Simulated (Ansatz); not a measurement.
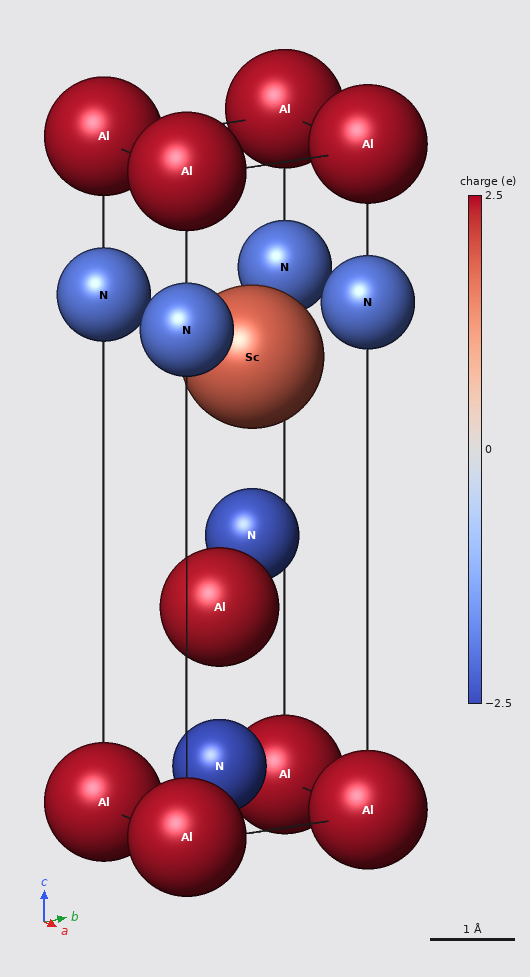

The figure gives a spheres-only picture of the atoms, viewed slightly off an axis. Atoms at the boundary of the simulation cell (the box) are drawn once for each face, edge or corner they touch. The atoms of this ScAl$_{2}$N$_{3}$ cell are coloured by their Bader charge.

All computed values are from Ansatz, DFT PBE, scalar-relativistic, plane waves, PAW. Settings: a kinetic-energy cutoff of 420 eV, k-grid 12×12×4, Gaussian smearing of 0.02 eV, no spin polarisation.

Q: What do the colours say about charge transfer?

A: Most positive: Al; most negative: N. Charges: about Sc +1.8 e; Al +2.4 e; N -2.4 to -1.9 e. The transfer is large, as in an ionic solid.

It derives from a structure type filled with these elements by a generator (whether the compound takes this form wasn't checked). Earlier steps of the study may have refined or changed the cell and positions. A calculation with Ansatz used it as input.
